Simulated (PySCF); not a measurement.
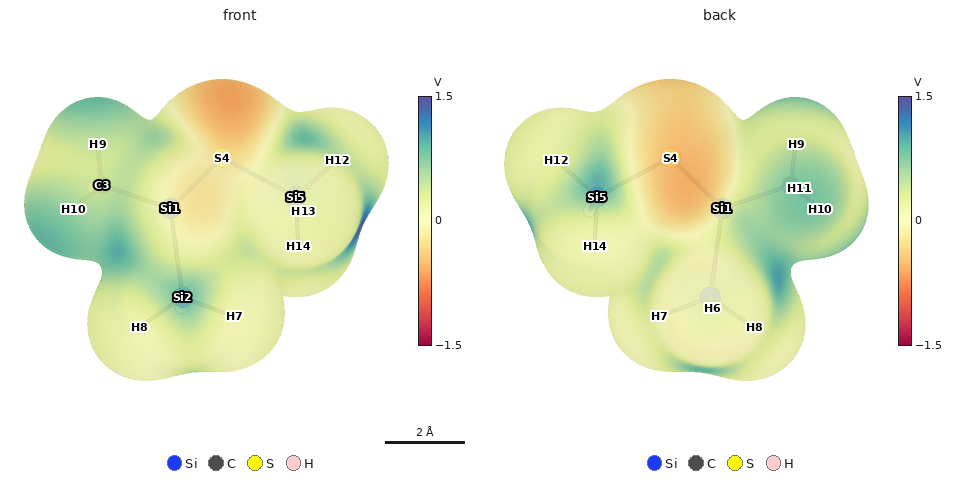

Figure 1: CH$_{9}$SSi$_{3}$ (SMILES C[Si]([SiH3])S[SiH3]) (doublet). The molecular electrostatic potential painted on the density surface at 0.002 e/bohr³, seen from the front and from behind; red is negative and blue positive.

Geometry: PBE0-D3(BJ)/def2-SVP.

The calculation used PySCF 2.14.0, density-fitted response routines, UKS B3LYP, IGLO-III on C S Si, pcH-1 on H, non-relativistic, mean-field spin-orbit, GIAO.

```xyz
14

Si    0.1286    0.8707   -0.3923
Si   -1.5600    0.0673    1.0302
C    -0.5522    1.5292   -2.0224
S     1.5711   -0.6470   -0.9260
Si    1.9900   -1.4901    1.0078
H    -2.2064   -1.1820    0.5139
H    -1.0071   -0.2092    2.3910
H    -2.5978    1.1399    1.1457
H     0.2590    1.9440   -2.6400
H    -1.2876    2.3261   -1.8328
H    -1.0443    0.7238   -2.5914
H     3.1965   -2.3469    0.8349
H     2.2558   -0.4159    2.0098
H     0.8474   -2.3243    1.4865
```

Question: Describe the electrostatic potential map.

Answer: The most negative region (about −0.6 V) lies over S4, the most positive (about +1.3 V) over Si5.
